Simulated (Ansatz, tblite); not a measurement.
# The cluster HfTe2+: a ladder of methods and basis sets

Aim: run the doublet of the cluster HfTe2+ at one geometry on many levels, and compare frontier levels, spin and run time.

Computed with Ansatz 0.2.0, Gaussian basis. Level: as each input shows.

The runs, in order: GFN1-xTB, GFN2-xTB, PBE-D4/def2-TZVP, r2SCAN-D4/def2-TZVP, revPBE-D4/def2-TZVP, CAM-B3LYP-D4/def2-TZVP, BHLYP-D4/def2-TZVP, HF/def2-TZVP, HSE06-D4/def2-TZVP, PBE-D4/def2-SVP, PBE0-D4/def2-SVP, CCSD(T)/def2-TZVP, RPA/def2-TZVP.

## Step 1: The geometry

The doublet was relaxed beforehand with B3LYP-D4/def2-TZVP. At that level it is the lowest of the isomers that a small search found.

3 atoms, charge 1, spin multiplicity 2.

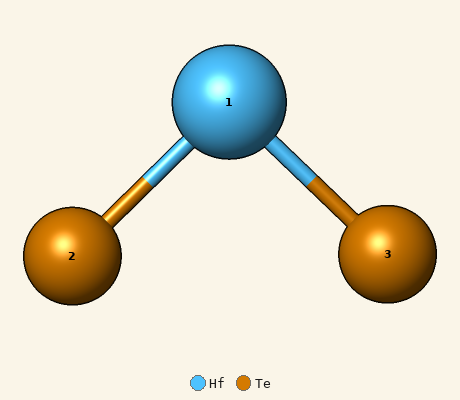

The geometry (hafnium blue, tellurium orange); atoms are numbered from 1 in the order of the file.

Hf, Te take a core potential in the def2 sets. No spin-orbit coupling is included. The ion is computed in the gas phase, without counter-ions or solvent.

PBE0-D4/def2-TZVP was run before; its log isn't repeated, and its numbers join the tables.

## Step 2: GFN1-xTB

Tight binding, by tblite at 300 K electronic temperature and without a spin-polarisation term:

```python
tblite.interface.Calculator('GFN1-xTB', numbers, positions, charge=1, uhf=1).singlepoint()
```

Energy -223.1066 eV; 0.003 s.

## Step 3: GFN2-xTB

Tight binding, by tblite at 300 K electronic temperature and without a spin-polarisation term:

```python
tblite.interface.Calculator('GFN2-xTB', numbers, positions, charge=1, uhf=1).singlepoint()
```

Energy -195.9492 eV; 0.003 s.

## Step 4: PBE-D4/def2-TZVP

start.molden holds the orbitals of an earlier run on this state, given as this run's starting guess.

Contents of in.yaml:

```yaml
crystal:
  periodic: [false, false, false]
  atoms:
    - {symbol: Hf, position_ang: [-0.586177, 1.041892, -0.003735]}
    - {symbol: Te, position_ang: [-1.314881, -1.425662, 0.032266]}
    - {symbol: Te, position_ang: [1.901058, 0.383770, -0.028530]}
basis:
  gaussian: {orbitals: def2-TZVP, initial_orbitals: start.molden}
total_charge: 1
magnetization: {spin_polarized: true, initial_magnetization: 1}
hamiltonian: {xc: pbe, dispersion: d4}
scf: {omitted_lower_state_checks: [starts]}
output: {orbitals: {seedname: orbitals}}
```

The run is started by

```sh
$ ansatz run in.yaml --threads 4 --pin off --events-out ev --progress --plain --max-ram 3916MiB
```

Log:

```text
Functional definition: PBE
  name "PBE"
  cite "Perdew, Burke & Ernzerhof, Phys. Rev. Lett. 77, 3865 (1996) doi:10.1103/PhysRevLett.77.3865"
  parent pbe
  parameter kappa = 0.804
  parameter beta = 0.06672455060314922
  exchange = pbe_x(kappa = kappa, mu = beta*pi^2/3)
  correlation = pbe_c(beta = beta)
these checks for a lower state are left out or cut short: starts
1117 factors; their error is unknown
mean field evaluation 1: about -15887.8293 eV, gradient 5.0e0 eV
mean field evaluation 2: about -15887.9324 eV, gradient 1.8e-1 eV
mean field evaluation 4: about -15887.6779 eV, gradient 5.2e-1 eV
mean field evaluation 8: about -15887.6781 eV, gradient 6.7e-6 eV
mean field -15887.67806650 eV, -583.8613998888 hartree, gradient 6.7e-6 eV, S^2 0.763426; 0 other end points of the search recorded, 0 dependent functions left out
reference -15887.67810123 eV, -583.8614011652 hartree; 30, 29 occupied and 110, 111 virtual orbitals, 1117 factors
Total energy: -15887.81912605 eV, -583.8665837319 hartree
Checks for a lower state left out: starts
```

Wall time 2.4 s (4 threads of Arm Neoverse V2, shared host).

HOMO -9.97 eV, LUMO -9.28 eV (over both spins); ⟨S²⟩ 0.763 (pure: 0.75).

## Step 5: r2SCAN-D4/def2-TZVP

Edit in.yaml of step 4 so:

```diff
@@ -10,4 +10,4 @@
 magnetization: {spin_polarized: true, initial_magnetization: 1}
-hamiltonian: {xc: pbe, dispersion: d4}
+hamiltonian: {xc: r2scan, dispersion: d4}
 scf: {omitted_lower_state_checks: [starts]}
-output: {orbitals: {seedname: orbitals}}
+output: {forces: true, orbitals: {seedname: orbitals}}
```

The command is unchanged.

Log, shortened:

```text
Functional definition: r2SCAN
  name "r2SCAN"
  cite "Furness, Kaplan, Ning, Perdew & Sun, J. Phys. Chem. Lett. 11, 8208 (2020) doi:10.1021/acs.jpclett.0c02405"
  cite "Furness, Kaplan, Ning, Perdew & Sun, J. Phys. Chem. Lett. 11, 9248 (2020) doi:10.1021/acs.jpclett.0c03077"
  parent r2scan
[...]
1117 factors; their error is unknown
[...]
mean field -15893.48843885 eV, -584.0749271342 hartree, gradient 4.5e-5 eV, S^2 0.790249; 0 other end points of the search recorded, 0 dependent functions left out
[...]
reference -15893.48845439 eV, -584.0749277053 hartree; 30, 29 occupied and 110, 111 virtual orbitals, 1117 factors
Total energy: -15893.51186127 eV, -584.0757878924 hartree
Atom 0 at    -0.586177     1.041892    -0.003735 Å, force     0.111683    -0.201817     0.000747 eV/Å
Atom 1 at    -1.314881    -1.425662     0.032266 Å, force     0.061858     0.168036    -0.002609 eV/Å
Atom 2 at     1.901058     0.383770    -0.028530 Å, force    -0.173542     0.033781     0.001861 eV/Å
Dipole moment:    -0.572340     1.017156    -0.003646 e Å
Checks for a lower state left out: starts
```

It took 6.5 s on 4 threads of Arm Neoverse V2, shared host.

From the report: HOMO -10.25 eV, LUMO -9.10 eV (over both spins); ⟨S²⟩ 0.790 (pure: 0.75).

## Step 6: revPBE-D4/def2-TZVP

Edit in.yaml of step 5 so:

```diff
@@ -10,4 +10,4 @@
 magnetization: {spin_polarized: true, initial_magnetization: 1}
-hamiltonian: {xc: r2scan, dispersion: d4}
+hamiltonian: {xc: {name: revPBE}, dispersion: d4}
 scf: {omitted_lower_state_checks: [starts]}
-output: {forces: true, orbitals: {seedname: orbitals}}
+output: {orbitals: {seedname: orbitals}}
```

Same command.

Log:

```text
Functional definition: revPBE
  name "revPBE"
  cite "Zhang & Yang, Phys. Rev. Lett. 80, 890 (1998) doi:10.1103/PhysRevLett.80.890"
  cite "Perdew, Burke & Ernzerhof, Phys. Rev. Lett. 77, 3865 (1996) doi:10.1103/PhysRevLett.77.3865"
  parameter kappa = 1.245
  parameter beta = 0.06672455060314922
  exchange = pbe_x(kappa = kappa, mu = beta*pi^2/3)
  correlation = pbe_c(beta = beta)
these checks for a lower state are left out or cut short: starts
1117 factors; their error is unknown
mean field evaluation 1: about -15891.5084 eV, gradient 5.8e0 eV
mean field evaluation 2: about -15891.5955 eV, gradient 1.4e-1 eV
mean field evaluation 4: about -15891.3408 eV, gradient 4.3e-3 eV
mean field evaluation 8: about -15891.3408 eV, gradient 4.2e-5 eV
mean field -15891.34080926 eV, -583.9960032025 hartree, gradient 4.2e-5 eV, S^2 0.766469; 0 other end points of the search recorded, 0 dependent functions left out
reference -15891.34085271 eV, -583.9960047994 hartree; 30, 29 occupied and 110, 111 virtual orbitals, 1117 factors
Total energy: -15891.55739769 eV, -584.0039626805 hartree
Checks for a lower state left out: starts
```

Run time: 2.3 s. Hardware: 4 threads of Arm Neoverse V2, shared host.

From the report: HOMO -9.91 eV, LUMO -9.18 eV (over both spins); ⟨S²⟩ 0.766 (pure: 0.75).

## Step 7: CAM-B3LYP-D4/def2-TZVP

Edit in.yaml of step 6 so:

```diff
@@ -10,3 +10,3 @@
 magnetization: {spin_polarized: true, initial_magnetization: 1}
-hamiltonian: {xc: {name: revPBE}, dispersion: d4}
+hamiltonian: {xc: {name: CAM-B3LYP}, dispersion: d4}
 scf: {omitted_lower_state_checks: [starts]}
```

Same command.

Log, shortened:

```text
Functional definition: CAM-B3LYP
  name "CAM-B3LYP"
  cite "Yanai, Tew & Handy, Chem. Phys. Lett. 393, 51 (2004) doi:10.1016/j.cplett.2004.06.011"
  cite "Iikura, Tsuneda, Yanai & Hirao, J. Chem. Phys. 115, 3540 (2001) doi:10.1063/1.1383587"
  cite "Becke, Phys. Rev. A 38, 3098 (1988) doi:10.1103/PhysRevA.38.3098"
  cite "Lee, Yang & Parr, Phys. Rev. B 37, 785 (1988) doi:10.1103/PhysRevB.37.785"
  cite "Vosko, Wilk & Nusair, Can. J. Phys. 58, 1200 (1980) doi:10.1139/p80-159"
[...]
  # Exact exchange under (alpha + beta erf(omega r))/r, Becke's under what is left of 1/r.
[...]
1205 factors; their error is unknown
262 factors; integrals over basis functions are off by at most 8.9e-5 eV
[...]
mean field -15885.05869279 eV, -583.7651396805 hartree, gradient 3.8e-5 eV, S^2 0.808517; 0 other end points of the search recorded, 0 dependent functions left out
reference -15885.05879573 eV, -583.7651434635 hartree; 30, 29 occupied and 110, 111 virtual orbitals, 1205 factors
Total energy: -15885.19274314 eV, -583.7700659400 hartree
Checks for a lower state left out: starts
```

Run time: 6 s. Hardware: 4 threads of Arm Neoverse V2, shared host; peak memory 0.55 GiB.

From the report: HOMO -11.95 eV, LUMO -7.67 eV (over both spins); ⟨S²⟩ 0.809 (pure: 0.75).

## Step 8: BHLYP-D4/def2-TZVP

Edit in.yaml of step 7 so:

```diff
@@ -10,3 +10,3 @@
 magnetization: {spin_polarized: true, initial_magnetization: 1}
-hamiltonian: {xc: {name: CAM-B3LYP}, dispersion: d4}
+hamiltonian: {xc: {name: BHLYP}, dispersion: d4}
 scf: {omitted_lower_state_checks: [starts]}
```

Same command.

Log:

```text
Functional definition: BHLYP
  name "BHLYP"
  cite "Becke, J. Chem. Phys. 98, 1372 (1993) doi:10.1063/1.464304"
  cite "Becke, Phys. Rev. A 38, 3098 (1988) doi:10.1103/PhysRevA.38.3098"
  cite "Lee, Yang & Parr, Phys. Rev. B 37, 785 (1988) doi:10.1103/PhysRevB.37.785"
  parameter a = 0.5
  exchange = (1 - a)*b88_x + a*exact_x
  correlation = lyp_c
these checks for a lower state are left out or cut short: starts
1463 factors; their error is unknown
mean field evaluation 1: about -15879.9490 eV, gradient 4.8e0 eV
mean field evaluation 2: about -15880.0195 eV, gradient 1.4e-1 eV
mean field evaluation 4: about -15880.8821 eV, gradient 7.8e-3 eV
mean field evaluation 8: about -15880.8821 eV, gradient 1.8e-5 eV
mean field -15880.88210613 eV, -583.6116529517 hartree, gradient 1.8e-5 eV, S^2 0.825968; 0 other end points of the search recorded, 0 dependent functions left out
reference -15880.88224944 eV, -583.6116582182 hartree; 30, 29 occupied and 110, 111 virtual orbitals, 1463 factors
Total energy: -15881.20703005 eV, -583.6235936855 hartree
Checks for a lower state left out: starts
```

It took 4.6 s on 4 threads of Arm Neoverse V2, shared host.

From the report: HOMO -11.64 eV, LUMO -7.77 eV (over both spins); ⟨S²⟩ 0.826 (pure: 0.75).

## Step 9: HF/def2-TZVP

Edit in.yaml of step 8 so:

```diff
@@ -10,3 +10,3 @@
 magnetization: {spin_polarized: true, initial_magnetization: 1}
-hamiltonian: {xc: {name: BHLYP}, dispersion: d4}
+hamiltonian: {xc: hf}
 scf: {omitted_lower_state_checks: [starts]}
```

The command is unchanged.

Log:

```text
Functional definition: HF
  name "HF"
  cite "Fock, Z. Phys. 61, 126 (1930) doi:10.1007/BF01340294"
  parent pbe
  exchange = exact_x
  correlation = 0
these checks for a lower state are left out or cut short: starts
1510 factors; their error is unknown
mean field evaluation 1: about -15814.3736 eV, gradient 1.3e1 eV
mean field evaluation 2: about -15815.2888 eV, gradient 1.2e0 eV
mean field evaluation 4: about -15815.4054 eV, gradient 2.2e-1 eV
mean field evaluation 8: about -15817.3231 eV, gradient 6.5e-5 eV
mean field -15817.32310962 eV, -581.2759029118 hartree, gradient 8.5e-6 eV, S^2 1.389999; 0 other end points of the search recorded, 0 dependent functions left out
reference -15817.32310962 eV, -581.2759029118 hartree; 30, 29 occupied and 110, 111 virtual orbitals, 1510 factors
Total energy: -15817.32310962 eV, -581.2759029118 hartree
Checks for a lower state left out: starts
```

Wall time 4.5 s (4 threads of Arm Neoverse V2, shared host); peak memory 0.65 GiB.

Report: HOMO -12.95 eV, LUMO -5.41 eV (over both spins); ⟨S²⟩ 1.390 (pure: 0.75). Doubts: spin contamination.

## Step 10: HSE06-D4/def2-TZVP

Edit in.yaml of step 9 so:

```diff
@@ -10,3 +10,3 @@
 magnetization: {spin_polarized: true, initial_magnetization: 1}
-hamiltonian: {xc: hf}
+hamiltonian: {xc: hse06, dispersion: d4}
 scf: {omitted_lower_state_checks: [starts]}
```

Same command.

Log, shortened:

```text
Functional definition: HSE06
  name "HSE06"
  cite "Heyd, Scuseria & Ernzerhof, J. Chem. Phys. 118, 8207 (2003) doi:10.1063/1.1564060"
  cite "Krukau, Vydrov, Izmaylov & Scuseria, J. Chem. Phys. 125, 224106 (2006) doi:10.1063/1.2404663"
  cite "Heyd & Scuseria, J. Chem. Phys. 120, 7274 (2004) doi:10.1063/1.1668634"
  cite "Ernzerhof & Perdew, J. Chem. Phys. 109, 3313 (1998) doi:10.1063/1.476928"
  cite "Perdew, Burke & Ernzerhof, Phys. Rev. Lett. 77, 3865 (1996) doi:10.1103/PhysRevLett.77.3865"
  parent pbe
[...]
  # The whole range is PBE's own exchange, as in plane waves. The composition of these papers is wPBEh.
[...]
1269 factors; their error is unknown
73 factors; integrals over basis functions are off by at most 8.5e-6 eV
[...]
mean field -15887.28743488 eV, -583.8470444418 hartree, gradient 8.3e-6 eV, S^2 0.793980; 0 other end points of the search recorded, 0 dependent functions left out
reference -15887.28746984 eV, -583.8470457264 hartree; 30, 29 occupied and 110, 111 virtual orbitals, 1269 factors
Total energy: -15887.40870574 eV, -583.8515010635 hartree
Checks for a lower state left out: starts
```

Wall time 3.5 s (4 threads of Arm Neoverse V2, shared host).

HOMO -10.52 eV, LUMO -8.92 eV (over both spins); ⟨S²⟩ 0.794 (pure: 0.75).

## Step 11: PBE-D4/def2-SVP

Edit in.yaml of step 10 so:

```diff
@@ -7,6 +7,6 @@
 basis:
-  gaussian: {orbitals: def2-TZVP, initial_orbitals: start.molden}
+  gaussian: {orbitals: def2-SVP, initial_orbitals: start.molden}
 total_charge: 1
 magnetization: {spin_polarized: true, initial_magnetization: 1}
-hamiltonian: {xc: hse06, dispersion: d4}
+hamiltonian: {xc: pbe, dispersion: d4}
 scf: {omitted_lower_state_checks: [starts]}
```

Same command.

Log:

```text
Functional definition: PBE
  name "PBE"
  cite "Perdew, Burke & Ernzerhof, Phys. Rev. Lett. 77, 3865 (1996) doi:10.1103/PhysRevLett.77.3865"
  parent pbe
  parameter kappa = 0.804
  parameter beta = 0.06672455060314922
  exchange = pbe_x(kappa = kappa, mu = beta*pi^2/3)
  correlation = pbe_c(beta = beta)
these checks for a lower state are left out or cut short: starts
954 factors; their error is unknown
mean field evaluation 1: about -15886.5757 eV, gradient 2.8e1 eV
mean field evaluation 2: about -15886.9113 eV, gradient 7.6e-1 eV
mean field evaluation 4: about -15886.8742 eV, gradient 2.2e-1 eV
mean field evaluation 8: about -15886.8743 eV, gradient 6.7e-6 eV
mean field -15886.87426632 eV, -583.8318607771 hartree, gradient 6.7e-6 eV, S^2 0.763391; 0 other end points of the search recorded, 0 dependent functions left out
reference -15886.87430540 eV, -583.8318622134 hartree; 30, 29 occupied and 54, 55 virtual orbitals, 954 factors
Total energy: -15887.01533023 eV, -583.8370447801 hartree
Checks for a lower state left out: starts
```

Wall time 1.6 s (4 threads of Arm Neoverse V2, shared host).

Report: HOMO -10.02 eV, LUMO -9.35 eV (over both spins); ⟨S²⟩ 0.763 (pure: 0.75).

## Step 12: PBE0-D4/def2-SVP

Edit in.yaml of step 11 so:

```diff
@@ -10,3 +10,3 @@
 magnetization: {spin_polarized: true, initial_magnetization: 1}
-hamiltonian: {xc: pbe, dispersion: d4}
+hamiltonian: {xc: pbe0, dispersion: d4}
 scf: {omitted_lower_state_checks: [starts]}
```

Launched as before.

Log, shortened:

```text
Functional definition: PBE0
  name "PBE0"
  cite "Adamo & Barone, J. Chem. Phys. 110, 6158 (1999) doi:10.1063/1.478522"
  cite "Perdew, Burke & Ernzerhof, Phys. Rev. Lett. 77, 3865 (1996) doi:10.1103/PhysRevLett.77.3865"
  parent pbe
[...]
990 factors; integrals over basis functions are off by at most 2.6e-4 eV
[...]
mean field -15886.51730975 eV, -583.8187428652 hartree, gradient 5.9e-5 eV, S^2 0.796447; 0 other end points of the search recorded, 0 dependent functions left out
reference -15886.51733955 eV, -583.8187439602 hartree; 30, 29 occupied and 54, 55 virtual orbitals, 990 factors
Total energy: -15886.63905952 eV, -583.8232170865 hartree
Checks for a lower state left out: starts
```

Wall time 2.3 s (4 threads of Arm Neoverse V2, shared host).

From the report: HOMO -10.97 eV, LUMO -8.65 eV (over both spins); ⟨S²⟩ 0.796 (pure: 0.75).

## Step 13: CCSD(T)/def2-TZVP

Contents of in.yaml:

```yaml
crystal:
  periodic: [false, false, false]
  atoms:
    - {symbol: Hf, position_ang: [-0.586177, 1.041892, -0.003735]}
    - {symbol: Te, position_ang: [-1.314881, -1.425662, 0.032266]}
    - {symbol: Te, position_ang: [1.901058, 0.383770, -0.028530]}
basis:
  gaussian: {orbitals: def2-TZVP, initial_orbitals: start.molden}
total_charge: 1
magnetization: {spin_polarized: true, initial_magnetization: 1}
correlation: {method: ccsd_t}
scf: {omitted_lower_state_checks: [starts, cluster_reference]}
output: {orbitals: {seedname: orbitals}}
```

The command is unchanged.

Log, shortened:

```text
Functional definition: HF
  name "HF"
  cite "Fock, Z. Phys. 61, 126 (1930) doi:10.1007/BF01340294"
  parent pbe
[...]
1322 factors; integrals over basis functions are off by at most 4.2e-4 eV
[...]
mean field -15817.32380129 eV, -581.2759283301 hartree, gradient 2.9e-6 eV, S^2 1.389999; 0 other end points of the search recorded, 0 dependent functions left out
8 core orbitals not correlated: weight in the atoms' cores, before any rotation towards them, 1.000 or more for the frozen orbitals, at most 0.000 for the correlated occupied ones
reference -15817.32380129 eV, -581.2759283301 hartree; 22, 21 occupied and 110, 111 virtual orbitals, 1322 factors
second order -31.29553293 eV of doubles, -0.00000000 eV of singles
cycle   1  -28.57316746 eV  change     2.7e0 eV  update   2.1e-1
[...]
cycle  16  -29.92700516 eV  change    3.7e-6 eV  update   1.5e-5
perturbative correction -1.18001312 eV, -0.0433646822 hartree
Total energy: -15848.43081956 eV, -582.4190901666 hartree
Checks for a lower state left out: starts, cluster_reference
```

Wall time 53 s (4 threads of Arm Neoverse V2, shared host); peak memory 2 GiB.

Hartree-Fock HOMO -12.95 eV, LUMO -5.41 eV (over both spins); ⟨S²⟩ 1.390 (pure: 0.75); T1 0.043. Doubts: spin contamination.

## Step 14: RPA/def2-TZVP

Edit in.yaml of step 13 so:

```diff
@@ -10,4 +10,4 @@
 magnetization: {spin_polarized: true, initial_magnetization: 1}
-correlation: {method: ccsd_t}
-scf: {omitted_lower_state_checks: [starts, cluster_reference]}
-output: {orbitals: {seedname: orbitals}}
+hamiltonian: {xc: pbe}
+correlation: {method: rpa}
+scf: {omitted_lower_state_checks: [starts]}
```

Launched as before.

Log, shortened:

```text
Functional definition: PBE
  name "PBE"
  cite "Perdew, Burke & Ernzerhof, Phys. Rev. Lett. 77, 3865 (1996) doi:10.1103/PhysRevLett.77.3865"
  parent pbe
[...]
1322 factors; integrals over basis functions are off by at most 4.2e-4 eV
[...]
mean field -15887.67806146 eV, -583.8613997037 hartree, gradient 2.1e-6 eV, S^2 0.763426; 0 other end points of the search recorded, 0 dependent functions left out
8 core orbitals not correlated: weight in the atoms' cores, before any rotation towards them, 1.000 or more for the frozen orbitals, at most 0.000 for the correlated occupied ones
reference -15815.68487665 eV, -581.2156989607 hartree; 22, 21 occupied and 110, 111 virtual orbitals, 1322 factors
Total energy: -15857.03253469 eV, -582.7351973671 hartree
Checks for a lower state left out: starts
```

Run time: 5 s. Hardware: 4 threads of Arm Neoverse V2, shared host.

⟨S²⟩ 0.763 (pure: 0.75).

## Step 15: Levels side by side

| level | functions | HOMO (eV) | LUMO (eV) | gap (eV) | ⟨S²⟩ | time |
| --- | --- | --- | --- | --- | --- | --- |
| HF/def2-TZVP | 140 | -12.95 | -5.41 | 7.55 | 1.390 | 4.5 s |
| PBE-D4/def2-SVP | 84 | -10.02 | -9.35 | 0.67 | 0.763 | 1.6 s |
| PBE-D4/def2-TZVP | 140 | -9.97 | -9.28 | 0.68 | 0.763 | 2.4 s |
| revPBE-D4/def2-TZVP | 140 | -9.91 | -9.18 | 0.73 | 0.766 | 2.3 s |
| r2SCAN-D4/def2-TZVP | 140 | -10.25 | -9.10 | 1.15 | 0.790 | 6.5 s |
| PBE0-D4/def2-SVP | 84 | -10.97 | -8.65 | 2.32 | 0.796 | 2.3 s |
| PBE0-D4/def2-TZVP | 140 | -10.89 | -8.56 | 2.33 | 0.795 | 3.3 s |
| HSE06-D4/def2-TZVP | 140 | -10.52 | -8.92 | 1.61 | 0.794 | 3.5 s |
| BHLYP-D4/def2-TZVP | 140 | -11.64 | -7.77 | 3.87 | 0.826 | 4.6 s |
| CAM-B3LYP-D4/def2-TZVP | 140 | -11.95 | -7.67 | 4.29 | 0.809 | 6 s |

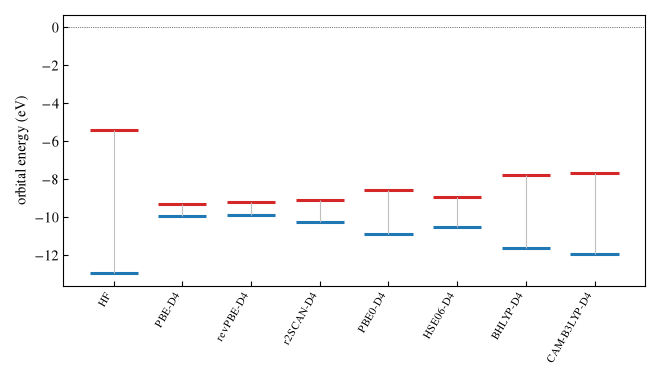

Highest filled (blue) and lowest empty (red) level in def2-TZVP, over both spins.

The pieces so far (eV):

| basis | HF | MP2 correlation | CCSD correlation | (T) | total |
| --- | --- | --- | --- | --- | --- |
| def2-TZVP | -15817.3238 | -31.2955 | -29.9270 | -1.1800 | -15848.4308 |

## Step 16: Outcome

```
                                                                   quantity                           value
 gap in def2-TZVP, named functionals and Hartree-Fock, smallest and largest  0.68 eV (PBE-D4), 7.55 eV (HF)
                                      correlation energy, CCSD(T)/def2-TZVP                       -31.11 eV
⟨S²⟩ in def2-TZVP, named functionals and Hartree-Fock, smallest and largest                    0.763, 1.390
                            PBE0 total energy, smallest basis above largest   0.85 eV (def2-SVP, def2-TZVP)
```

**Reading.** Orbital gaps of the named functionals and Hartree-Fock in def2-TZVP span 0.68 eV (PBE-D4) to 7.55 eV (HF); exact exchange widens it. Over the named functionals and Hartree-Fock in def2-TZVP spin contamination reaches 0.64 (HF), so some levels may describe another state. Notes on CCSD(T)/def2-TZVP: spin contamination.

The slowest run with a step of its own, CCSD(T)/def2-TZVP, took 53 s; the quickest functional in def2-TZVP took 2.3 s (shared host).
